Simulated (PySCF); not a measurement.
C7H9NOSi

```xyz
19

N     2.8190    2.4886    0.8406
C     2.8166    1.3553    0.6532
C     2.9477   -0.0252    0.4265
C     1.9450   -0.8585    0.1055
C     0.5509   -0.4729   -0.0324
C    -0.3541   -1.3853   -0.4333
C    -1.8286   -1.1941   -0.5904
Si   -2.3906    0.4047    0.2728
C    -0.8563    1.4722   -0.1056
O     0.3349    0.8226    0.3134
H     3.9613   -0.3951    0.5190
H     2.1620   -1.9034   -0.0638
H     0.0213   -2.3720   -0.6672
H    -2.0693   -1.1572   -1.6586
H    -2.3362   -2.0814   -0.2065
H    -2.5249    0.2111    1.7172
H    -3.5853    0.9824   -0.3419
H    -0.8417    2.4254    0.4227
H    -0.7817    1.6922   -1.1787
```

Geometry: GFN2-xTB.

The calculation used PBE0/pcSseg-1, SCF density, gas phase, non-relativistic (PySCF 2.14.0).

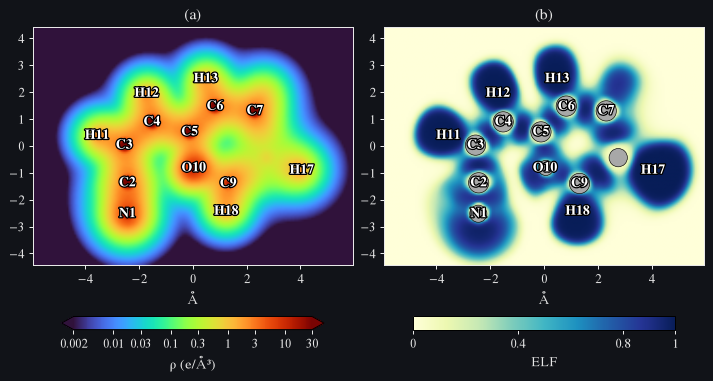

Figure 1. (a) electron density; (b) ELF on the plane of atoms C4, C3 and H11. Grey discs cover the atomic cores in the ELF map.

> Interpret the plot.

- Atoms in the plane: N, C, O and H.
- C–N (1.15 Å): the density is about 3.6 e/Å³ at the midpoint; the ELF peaks at about 0.85 between the atoms; a multiple bond.
- C–C (1.34 Å): the density is about 2.2 e/Å³ at the midpoint; the ELF peaks at about 0.95 between the atoms; a multiple bond.
- C–O (1.36 Å): the density is about 2.3 e/Å³ at the midpoint, with its minimum of 2 e/Å³ about 0.5 Å from C; the ELF peaks at about 0.90 between the atoms (a polar covalent bond).
- C–H (1.08 Å): the density is about 2 e/Å³ at the midpoint; the ELF climbs to about 1 towards the hydrogen, as it does in any bond to H: a covalent bond by its length.
- C–C (1.41 Å): the density is about 2 e/Å³ at the midpoint; the ELF peaks at about 0.95 between the atoms; a covalent bond.
- The ELF also peaks beside N1, away from the bonds: lone-pair regions.

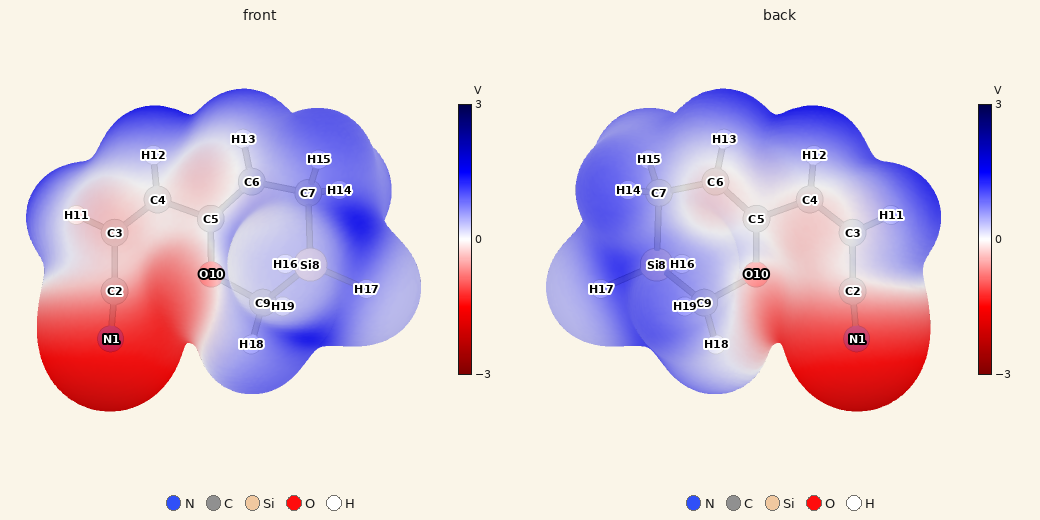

Figure 2. The molecular electrostatic potential painted on the density surface at 0.002 e/bohr³, seen from the front and from behind; red is negative and blue positive.

> Describe the electrostatic potential map.

The most negative region (about −2.1 V, or −48 kcal/mol for a unit charge) lies over N1, the most positive (about +1.4 V, or +32 kcal/mol for a unit charge) over Si8 and H12. N1 is the likeliest acceptor of a hydrogen bond.

> What dipole moment does the calculation give?

Its dipole moment is 5.05 D.
